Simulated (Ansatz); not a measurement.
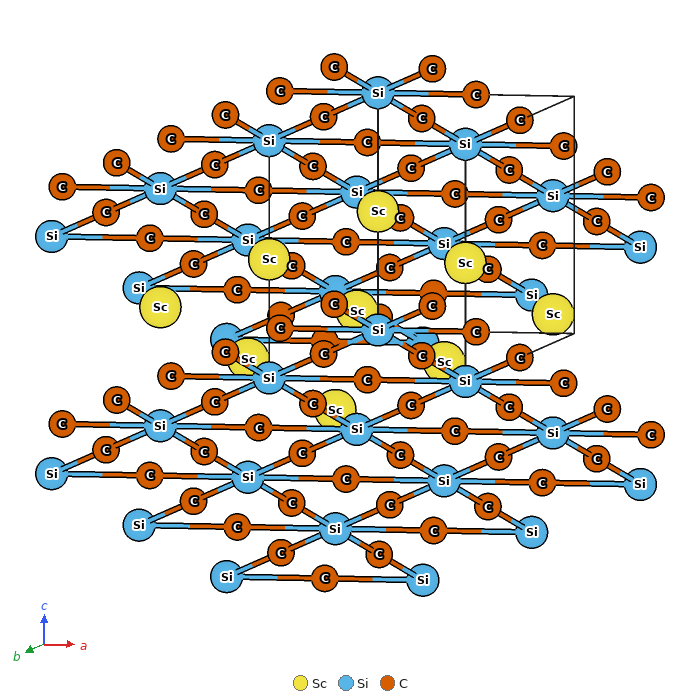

The compound is ScSiC₃ (space group P6/mmm, No. 191), taken as the input geometry of an electronic-structure calculation (not necessarily at equilibrium); the starting structure was generated, so it need not be a known form of this composition.

Bonds are taken as C–Si below 2.2 Å; Sc is left out of the net, as the electropositive filling of the structure; no other contact counts. Simplification: prune 0- and 1-connected atoms, fold 2-connected ones into links.

> What kind of net remains, and which atoms are its nodes?

A uninodal 6-connected, two-periodic (layers) net: Si is a 6-connected node. C becomes part of the edges.

> Does the net have a name?

It is the hxl net, known from the triangular lattice.

> How do the layers lie?

The layers lie parallel to (001).

> How many nodes does the smallest cycle have?

Three.

> Give the point symbol of each node (shortest cycle at each angle).

Si: 3⁶·4⁶·5³.
